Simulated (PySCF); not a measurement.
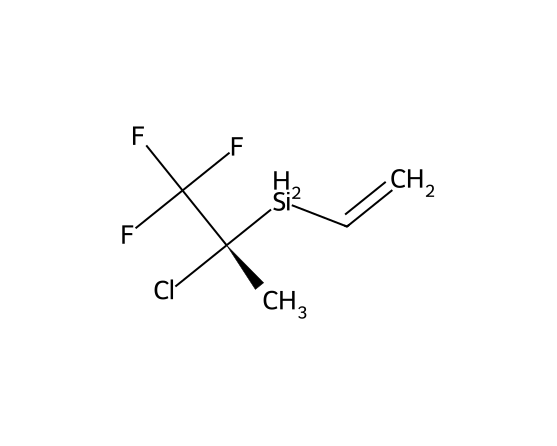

The computed structure is the end point of a GFN2-xTB optimisation. No frequency run is at hand to confirm it as a minimum. Level of theory: PBE0/pcSseg-1, gas phase (PySCF 2.14.0).

What does the calculation give?

The species is C₅H₈ClF₃Si (`C=C[SiH2][C@](C)(Cl)C(F)(F)F`).
- dipole moment: 3.20 D
- HOMO energy (Kohn–Sham orbital): −8.31 eV
- LUMO energy (Kohn–Sham orbital): −0.78 eV
- HOMO–LUMO gap: 7.53 eV

The geometry is semi-empirical. Around Si such bond lengths and angles can be off by a tenth of an ångström or more and by several degrees, and values that hang on the shape move with them.
